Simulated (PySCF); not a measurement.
```xyz
8

Si    0.4797    0.5175    0.8148
Si   -0.5896   -0.6230   -0.9036
F    -0.5723    1.0887    1.8863
F     1.3242    1.7741    0.2756
F     1.5012   -0.4279    1.6186
H     0.4251   -1.0536   -1.9079
H    -1.5842    0.2920   -1.5345
H    -1.2803   -1.8126   -0.3267
```

Geometry: PBE0-D3(BJ)/def2-SVP.

Computed with PySCF, PBE0/pcSseg-2, SCF density, gas phase, non-relativistic.

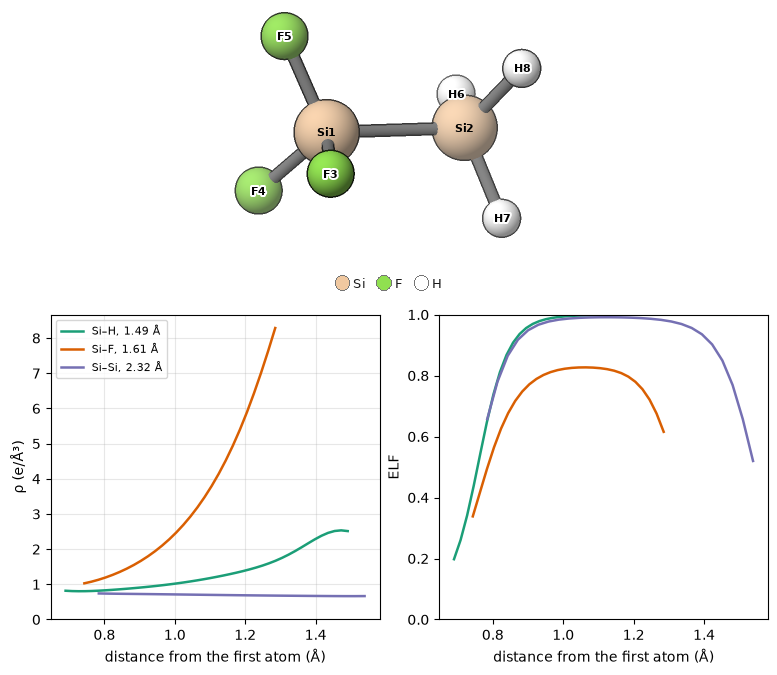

F3H3Si2. Total electron density and ELF along straight lines between neighbouring atoms. The curves leave out the atomic cores. The structure is drawn too.

> Compare the contacts.

Si–H (1.49 Å): ρ is about 0.81 e/Å³ halfway; the ELF climbs to about 1 towards the hydrogen, as it does in any bond to H.
Si–F (1.61 Å): ρ is about 1.2 e/Å³ halfway; the ELF peaks at about 0.85 in the valence shell of F, 0.5 Å from its nucleus, and is about 0.55 at the midpoint.
Si–Si (2.32 Å): ρ is about 0.69 e/Å³ halfway; the ELF peaks at about 1 between the atoms: localised, covalent bonding.
